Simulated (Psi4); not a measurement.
# MP2/def2-SVPD run of SiHF3 (SMILES F[SiH](F)F)

What is the energy change on altering one bond length of SiHF3 at MP2/def2-SVPD? 

The calculation is run with Psi4 1.11.

1 further run of the same task is left out (set aside as unsound or not needed).

### 1 The system as given

The species is SiHF3 (5 atoms), meant as a singlet with charge 0. As SMILES, `F[SiH](F)F`. Geometry: relaxed at PBE0-D4/def2-TZVP.

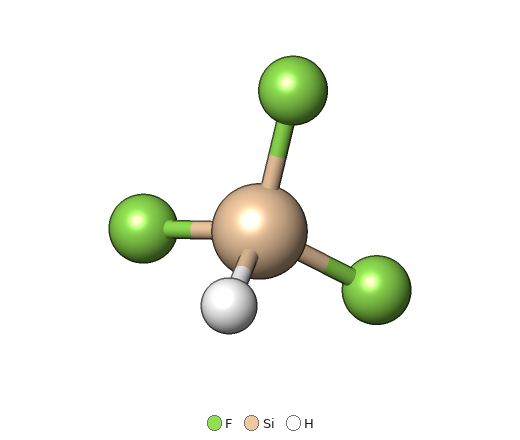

Viewed from a chosen angle; fluorine green, silicon light orange, hydrogen white.

### 2 The energy at MP2/def2-SVPD

Contents of job.json:

```json
{
 "schema_name": "qcschema_input",
 "schema_version": 1,
 "molecule": {
  "schema_name": "qcschema_molecule",
  "schema_version": 2,
  "symbols": ["F", "Si", "F", "F", "H"],
  "geometry": [-0.84489655, -0.15533549, 2.81814857, 0.07691185, 0.00321253, -0.00340151, -1.12835547, 2.42149506, -1.24192801, -0.93711519, -2.38729101, -1.44979788, 2.83345535, 0.11791891, -0.12302117],
  "molecular_charge": 0,
  "molecular_multiplicity": 1,
  "fix_symmetry": "c1"
 },
 "driver": "energy",
 "model": {
  "method": "mp2",
  "basis": "def2-SVPD"
 },
 "keywords": {
  "reference": "rhf",
  "puream": true,
  "e_convergence": 1e-09,
  "d_convergence": 1e-08,
  "scf_type": "pk",
  "num_frozen_docc": 8,
  "mp2_type": "conv"
 }
}
```

The run is started by

```
psi4 --qcschema job.json -n 1 --memory 1600MB
```

stdout:

```text
[...]
  Running in c1 symmetry.
[...]
  Nuclear repulsion =  188.407850502799874
[...]
  Multiplicity = 1
[...]
  Nalpha       = 21
  Nbeta        = 21
[...]
    Number of basis functions: 101
[...]
   @RHF iter   1:  -587.62649902844112   -7.56433e-01   4.79819e-03 DIIS/ADIIS
[...]
   @RHF iter  10:  -587.71006357809506   -1.13687e-12   3.26679e-09 DIIS
[...]
    Orbital Energies [Eh]
    ---------------------
    Doubly Occupied:
       1A    -68.913355     2A    -26.326252     3A    -26.326230
       4A    -26.326208     5A     -6.264619     6A     -4.378044
       7A     -4.378042     8A     -4.375374     9A     -1.629131
      10A     -1.598422    11A     -1.598388    12A     -0.841501
      13A     -0.763465    14A     -0.763451    15A     -0.744927
      16A     -0.710479    17A     -0.710477    18A     -0.683765
      19A     -0.683747    20A     -0.667611    21A     -0.566830
[...]
  @RHF Final Energy:  -587.71006357809506
   => Energetics <=
    Nuclear Repulsion Energy =            188.4078505027998744
    One-Electron Energy =               -1193.7351897174717124
    Two-Electron Energy =                 417.6172756365768350
    Total Energy =                       -587.7100635780950597
[...]
 Multipole Moments:
 ------------------------------------------------------------------------------------
     Multipole            Electronic (a.u.)      Nuclear  (a.u.)        Total (a.u.)
 ------------------------------------------------------------------------------------
 L = 1.  Multiply by 2.5417464519 to convert [e a0] to [Debye]
 Dipole X            :         -1.6545183            2.2804039            0.6258856
 Dipole Y            :         -0.0688325            0.0949100            0.0260774
 Dipole Z            :          0.0716344           -0.0990473           -0.0274129
 Magnitude           :                                                    0.6270281
[...]
	SCS-MP2 Total Energy (a.u.)        :  -588.36556709839317
	SOS-MP2 Total Energy (a.u.)        :  -588.30408601822421
	SCSN-MP2 Total Energy (a.u.)       :  -588.03468368138715
[...]
	SOS-PI-MP2 Total Energy (a.u.)     :  -588.40308975824564
[...]
	MP2 Total Energy (a.u.)            :  -588.38952551870955
[...]
```

The result, in JSON:

```text
{
 "driver": "energy",
 "model": {
  "method": "mp2",
  "basis": "def2-SVPD"
 },
 "success": true,
 "return_result": -588.3895255187095,
 "properties": {
  "calcinfo_nbasis": 101,
  "calcinfo_nmo": 101,
  "calcinfo_nalpha": 21,
  "calcinfo_nbeta": 21,
  "calcinfo_natom": 5,
  "nuclear_repulsion_energy": 188.40785050279987,
  "return_energy": -588.3895255187095,
  "scf_one_electron_energy": -1193.7351897174717,
  "scf_two_electron_energy": 417.61727563657684,
  "scf_dipole_moment": [0.6258855550354321, 0.02607744483228086, -0.027412892803697686],
  "scf_total_energy": -587.7100635780951,
  "scf_iterations": 10,
  "mp2_same_spin_correlation_energy": -0.18444324050691024,
  "mp2_opposite_spin_correlation_energy": -0.4950187001075848,
  "mp2_singles_energy": 0.0,
  "mp2_doubles_energy": -0.679461940614495,
  "mp2_correlation_energy": -0.6794619406144875,
  "mp2_total_energy": -588.3895255187095
 }
}
```

It took 6.9 s on 1 thread of Intel Xeon Platinum 8488C (Sapphire Rapids), shared host; peak memory 0.62 GiB.

### 3 The distorted shape, same level

Contents of f3hsi.in:

```
memory 1600 MB

molecule {
  F
  Si 1 R2
  F 2 R3 1 A3
  F 2 R4 3 A4 1 D4
  H 2 R5 3 A5 1 D5

  R2 = 1.573002
  R3 = 1.572886
  A3 = 108.25026
  R4 = 3.4604
  A4 = 108.25417
  D4 = 117.13176
  R5 = 1.461334
  A5 = 110.66611
  D5 = -121.43337
  symmetry c1
}

set {
  basis           def2-SVPD
  puream          true
  e_convergence   1e-09
  d_convergence   1e-08
  scf_type        pk
  num_frozen_docc 8
  mp2_type        conv
}

energy('mp2')
```

The run is started by

```
psi4 f3hsi.in f3hsi.out -n 1
```

f3hsi.out:

```text
[...]
  Running in c1 symmetry.
[...]
  Nuclear repulsion =  151.166410777075129
[...]
  Multiplicity = 1
[...]
  Nalpha       = 21
  Nbeta        = 21
[...]
    Number of basis functions: 101
[...]
   @RHF iter   1:  -587.22064720732885   -1.00437e+00   6.63866e-03 ADIIS/DIIS
[...]
   @RHF iter  15:  -587.42131913626758   -1.27329e-11   4.10414e-09 DIIS
[...]
    Orbital Energies [Eh]
    ---------------------
    Doubly Occupied:
       1A    -69.064104     2A    -26.429228     3A    -26.429188
       4A    -26.094554     5A     -6.410717     6A     -4.522796
       7A     -4.522478     8A     -4.520027     9A     -1.715127
      10A     -1.693744    11A     -1.291464    12A     -0.919677
      13A     -0.844219    14A     -0.827374    15A     -0.809347
      16A     -0.782148    17A     -0.771395    18A     -0.693290
      19A     -0.432378    20A     -0.432375    21A     -0.391895
[...]
  @RHF Final Energy:  -587.42131913626758
   => Energetics <=
    Nuclear Repulsion Energy =            151.1664107770751286
    One-Electron Energy =               -1117.9804133202042067
    Two-Electron Energy =                 379.3926834068614653
    Total Energy =                       -587.4213191362675843
[...]
 Multipole Moments:
 ------------------------------------------------------------------------------------
     Multipole            Electronic (a.u.)      Nuclear  (a.u.)        Total (a.u.)
 ------------------------------------------------------------------------------------
 L = 1.  Multiply by 2.5417464519 to convert [e a0] to [Debye]
 Dipole X            :          1.2790339            2.6692738            3.9483077
 Dipole Y            :         -2.0639626            0.6815212           -1.3824414
 Dipole Z            :         -1.4924316            0.4929351           -0.9994965
 Magnitude           :                                                    4.3010779
[...]
	SCS-MP2 Total Energy (a.u.)        :  -588.11700846260817
	SOS-MP2 Total Energy (a.u.)        :  -588.05224188217096
	SCSN-MP2 Total Energy (a.u.)       :  -587.76328668097563
[...]
	SOS-PI-MP2 Total Energy (a.u.)     :  -588.15739567315484
[...]
	MP2 Total Energy (a.u.)            :  -588.14138783249848
[...]
```

It took 6.6 s on 1 thread of Intel Xeon Platinum 8488C (Sapphire Rapids), shared host; peak memory 0.62 GiB.

### 4 Outcome

Level: MP2/def2-SVPD, 8 core orbitals frozen.

| quantity | value |
| --- | --- |
| first shape: total energy | -588.38953 Eh |
| first shape: HOMO energy (Hartree–Fock orbitals) | -15.42 eV |
| first shape: LUMO energy (Hartree–Fock orbitals) | 2.39 eV |
| first shape: HOMO–LUMO gap (Hartree–Fock orbitals) | 17.82 eV |
| first shape: correlation energy (8 core orbitals frozen) | -679.5 mEh |
| distorted shape: total energy | -588.14139 Eh |
| distorted shape: HOMO energy (Hartree–Fock orbitals) | -10.66 eV |
| distorted shape: LUMO energy (Hartree–Fock orbitals) | -3.09 eV |
| distorted shape: HOMO–LUMO gap (Hartree–Fock orbitals) | 7.57 eV |
| distorted shape: correlation energy (8 core orbitals frozen) | -720.1 mEh |
| energy change with the Si2–F4 bond stretched from 1.573 to 3.460 Å | 6.752 eV |

One bond (distorted shape) is far stretched, which a spin-restricted single reference describes badly; perturbation theory on it can break down and give far too much correlation. With the Si2–F4 bond stretched from 1.573 to 3.460 Å the energy rises by 6.75 eV (651 kJ/mol). The first shape isn't relaxed at this level, so the change isn't measured from a minimum. A restricted reference can't describe the breaking bond well at this length.
